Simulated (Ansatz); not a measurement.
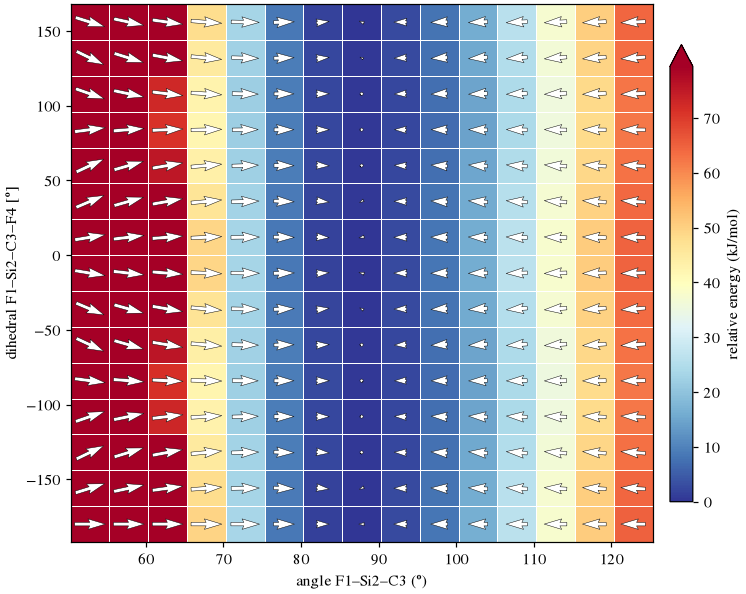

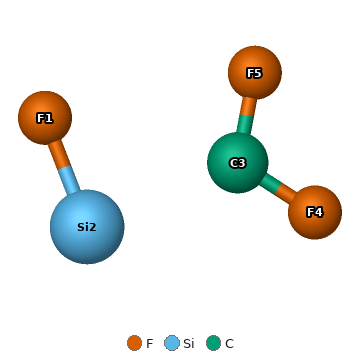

Energy landscape of CF₃Si, charge +1. The first coordinate is: angle F1–Si2–C3; the second: dihedral F1–Si2–C3–F4. Nothing is relaxed (all other coordinates rigid). The scan uses a 15 × 15 grid. Energies are in kJ/mol, from the lowest grid point. These are results of Ansatz, RKS CAM-B3LYP-D4/def2-SVP, not measurements.

The picture shows one coloured cell a grid point, arrows along the force (downhill), their lengths compressed, one colour for all values above the top of the scale. The second picture is the structure at the lowest point.

Q: Summarise what can be read from the map.

A: The lowest grid point is at angle F1–Si2–C3 = 87.8°, dihedral F1–Si2–C3–F4 = −180°. The highest grid point, angle F1–Si2–C3 = 52.8°, dihedral F1–Si2–C3–F4 = −180°, lies 262 kJ/mol above the lowest. Round the minimum the two coordinates are nearly uncoupled.

Grid values (kJ/mol):

```tsv
dihedral F1–Si2–C3–F4 ↓, angle F1–Si2–C3 →	52.8	57.8	62.8	67.8	72.8	77.8	82.8	87.8	92.8	97.8	102.8	107.8	112.8	117.8	122.8
156	241	150	88	48	23	9	2	0	3	8	16	26	37	50	64
132	199	130	80	45	23	9	2	0	2	8	15	25	37	49	63
108	166	114	73	43	22	9	2	0	2	7	15	24	36	49	63
84	159	110	71	42	22	9	2	0	2	7	15	24	35	48	62
60	180	121	76	44	22	9	2	0	2	7	15	25	36	49	63
36	221	140	84	47	23	9	2	0	3	8	16	25	37	50	64
12	256	157	91	49	23	9	2	0	3	8	16	26	38	51	65
−12	257	157	91	49	23	9	2	0	3	8	16	26	38	51	65
−36	221	141	84	47	23	9	2	0	3	8	16	25	37	50	64
−60	181	121	76	44	22	9	2	0	2	7	15	25	36	49	63
−84	159	111	71	42	22	9	2	0	2	7	14	24	35	48	62
−108	167	114	73	43	22	9	2	0	2	7	15	24	36	48	62
−132	200	130	80	45	23	9	2	0	2	8	15	25	36	49	63
−156	241	150	88	48	23	9	2	0	3	8	16	26	37	50	64
−180	262	160	92	49	23	8	1	0	3	8	16	26	38	51	65
```

The whole map (225 points run) took 9.3 min on 1 thread of Intel(R) Xeon(R) Platinum 8375C CPU @ 2.90GHz (Ice Lake), on a shared host.
